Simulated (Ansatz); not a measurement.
Converging shifted k-point meshes: TiCo (P4mm, 2 atoms in the cell)

```
TiCo
1.0
    2.98103     0.00000     0.00000
    0.00000     2.98103     0.00000
    0.00000     0.00000     2.98103
Ti Co
1 1
Cartesian
  0.00000   0.00000   0.05000
  1.49052   1.49052   1.49052
```

Level of theory: LDA (PW92), PAW files made with PBE (plane waves; Ansatz, a first-principles code).

Base settings: basis.ecutwfc = 420 eV; kpoints.mp_grid.grid = 11 11 11; hamiltonian.xc = lda; hamiltonian.pseudopotentials = {kind: paw} (the program's default PAW files); scf.occupations.method = fermi_dirac; scf.occupations.width = 0.1 eV.

In this ladder: kpoints.mp_grid.shift = 0.5 0.5 0.5.

Only quantities that move along the ladder and can be compared are tabulated.

The count of work is k-points × plane waves × bands × iterations; it is no time. Core times come from one kind of shared machine, to one figure; runs under 30 s give none.

The starting cell has typed, rounded lattice constants, without a prior relaxation at this level. Its lattice was rescaled by up to half a per cent. One atom was moved a little off its site on purpose. Spin polarisation is off. In the base run, with a pressure of about -14 GPa the cell is away from its equilibrium volume at this level. Ansatz's pressure includes its estimate of the finite-basis (Pulay) stress.

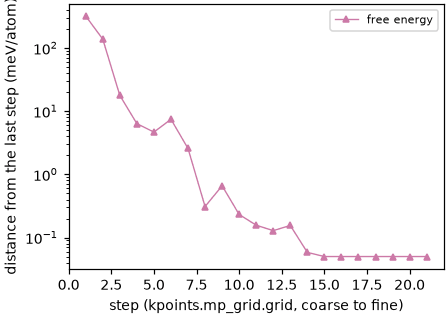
*Distance from the last step along the ladder; very small values are drawn at a floor.*

```csv
kpoints.mp_grid.grid,free energy less the last step's (meV/atom),pressure (GPa),largest difference of a force vector from the last step's (eV/Å),count of work / last,core time / last (rough)
2 2 2,-321.09,-16.78,0.127,0.00025,–
3 3 3,138.31,-10.75,0.046,0.0017,–
4 4 4,17.79,-14.19,0.000,0.0015,–
5 5 5,-6.36,-14.22,0.000,0.0052,–
6 6 6,4.68,-14.31,0.025,0.0052,–
7 7 7,-7.46,-14.28,0.001,0.013,–
8 8 8,2.57,-13.97,0.004,0.013,–
9 9 9,-0.31,-14.11,0.003,0.024,–
10 10 10,0.66,-14.07,0.000,0.024,–
11 11 11,0.23,-14.16,0.002,0.041,–
12 12 12,-0.16,-14.13,0.000,0.041,–
13 13 13,0.13,-14.12,0.000,0.064,–
14 14 14,-0.16,-14.13,0.000,0.064,–
16 16 16,-0.06,-14.13,0.000,0.094,–
17 17 17,0.01,-14.12,0.000,0.13,–
19 19 19,-0.01,-14.12,0.000,0.18,–
21 21 21,-0.01,-14.13,0.000,0.24,–
24 24 24,0.00,-14.12,0.000,0.30,–
26 26 26,0.00,-14.12,0.000,0.38,0.4
29 29 29,0.00,-14.12,0.000,0.58,0.9
32 32 32,0.00,-14.12,0.000,0.71,0.8
36 36 36,0.00,-14.12,0.000,1.0,1
```

Coarsest kpoints.mp_grid.grid that holds the free energy within 1 meV/atom of the last step, with all finer ones: 9 9 9, at 0.024 of the last step's count of work; the step before is off by 2.6 meV/atom.

Coarsest kpoints.mp_grid.grid that holds the forces within 0.02 eV/Å of the last step, with all finer ones: 7 7 7, at 0.013 of the last step's count of work; the step before is off by 0.025 eV/Å.

Coarsest kpoints.mp_grid.grid that holds the pressure within 1 GPa of the last step, with all finer ones: 4 4 4, at 0.0015 of the last step's count of work; the step before is off by 3.4 GPa.

Keys are those of Ansatz 0.2.
